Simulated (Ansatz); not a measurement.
# AlH₄O₂P···HF: what the fields show

Input

```
crystal:
  periodic: [false, false, false]
  atoms:
    - { symbol: Al, position_ang: [0.0, 0.0, 0.0] }
    - { symbol: F, position_ang: [0.0, 0.0, 2.04] }
    - { symbol: O, position_ang: [1.5415, 0.0, -0.89] }
    - { symbol: H, position_ang: [1.8414, -0.9519, -1.0449] }
    - { symbol: O, position_ang: [-1.5415, 0.0, -0.89] }
    - { symbol: H, position_ang: [-2.0512, -0.8467, -0.6815] }
    - { symbol: P, position_ang: [0.1156, 2.4456, 0.8135] }
    - { symbol: H, position_ang: [0.6761, 2.4854, 2.1176] }
    - { symbol: H, position_ang: [0.927, 3.2022, -0.0729] }
    - { symbol: H, position_ang: [0.0566, 1.1978, 1.9406] }
basis:
  gaussian: { orbitals: "6-31G*" }
hamiltonian:
  xc: hf
relax:
  f_tol: 0.15
  max_steps: 25
  restrain:
    - { distance: [0, 6], at: 2.28, k: 30.0 }
    - { distance: [9, 1], at: 0.92, k: 30.0 }
    - { distance: [0, 1], at: 2.89, k: 30.0 }
    - { distance: [9, 6], at: 2.62, k: 30.0 }
output:
  orbitals: {}
```

Command:

```sh
ansatz run input.yaml --threads 1 --pin off --max-ram 2048MiB --backend cpu --events-out ev --progress --plain --runs-dir out
```

The fields are those of the run's last geometry, not of the input's.

Not at a stationary point (largest force 0.5 eV/Å).

Level of theory: RHF/6-31G* (Ansatz).

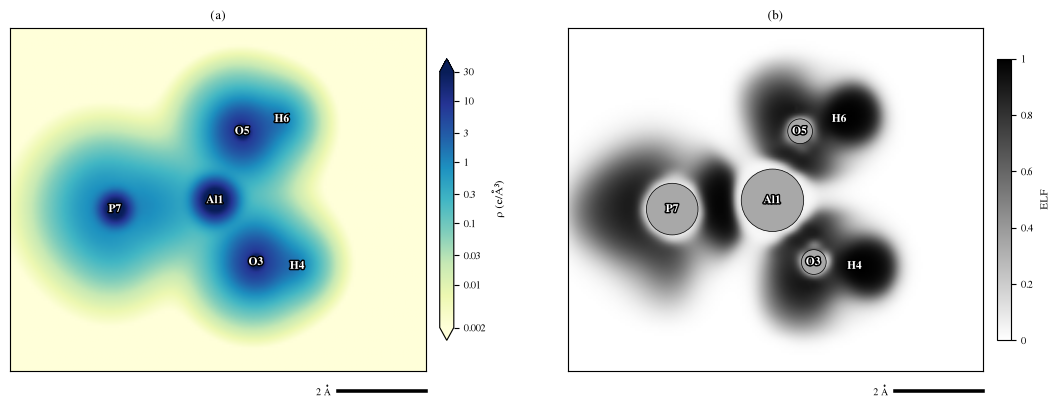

Figure 1. (a) electron density; (b) electron localisation function on the plane of atoms O3, Al1 and O5. Grey discs cover the atomic cores in the ELF map.

Read the bonding off the picture.

- The plane passes through Al, O, H and P nuclei.
- Al–O (1.69 Å): the density is about 0.85 e/Å³ at the midpoint; the ELF peaks at about 0.85 in the valence shell of O, 0.6 Å from its nucleus, and is about 0.35 at the midpoint.
- Al–P (2.30 Å): ρ is about 0.66 e/Å³ halfway; the ELF peaks at about 1 between the atoms: a covalent bond.
- O–H (0.94 Å): the density is about 3.7 e/Å³ at the midpoint; the ELF climbs to about 1 towards the hydrogen, as it does in any bond to H (an ordinary covalent bond to hydrogen).
- The ELF also peaks beside O3, P7 and O5, away from the bonds: lone-pair regions.

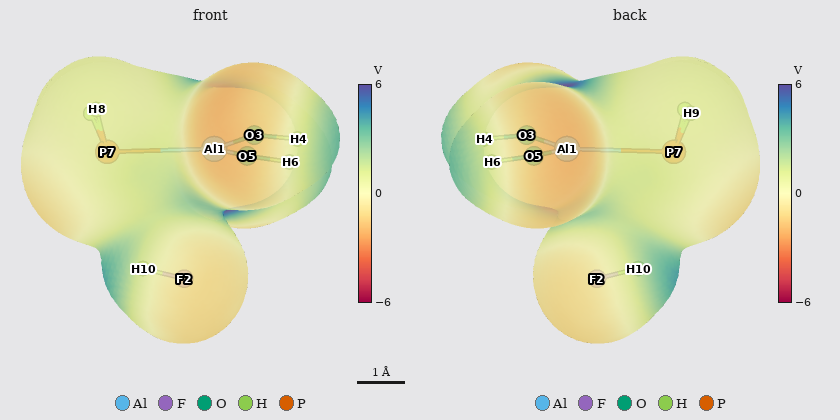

Figure 2. The molecular electrostatic potential painted on the density surface at 0.004 e/bohr³, seen from the front and from behind; the colour scale runs from red (negative) to blue (positive).

Which sites attract a positive test charge, and which a negative one?

A positive charge is drawn to the negative regions and a negative charge to the positive ones. The most negative region (about −2.0 V) lies over O3 and O5, the most positive (about +5.4 V) over Al1.

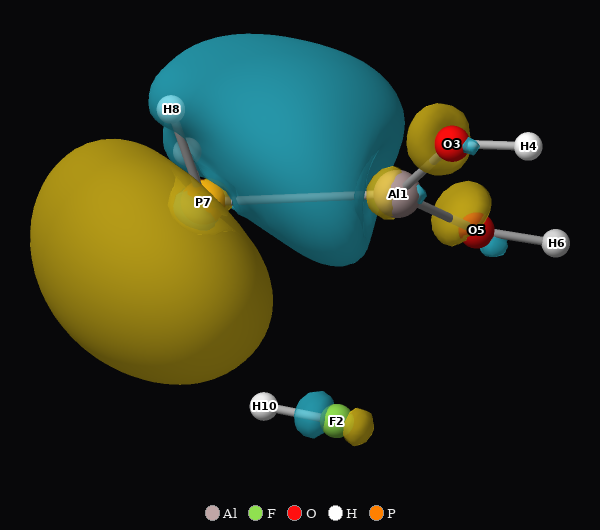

Figure 3. The HOMO at ±0.08 Å⁻³ᐟ² (yellow and cyan are the two phases), seen at a tilt.

What is the character of this orbital?

It lies mainly on P7 (about 75 %) and Al1 (about 15 %); largely a lone pair of P7. Its energy is −9.70 eV.
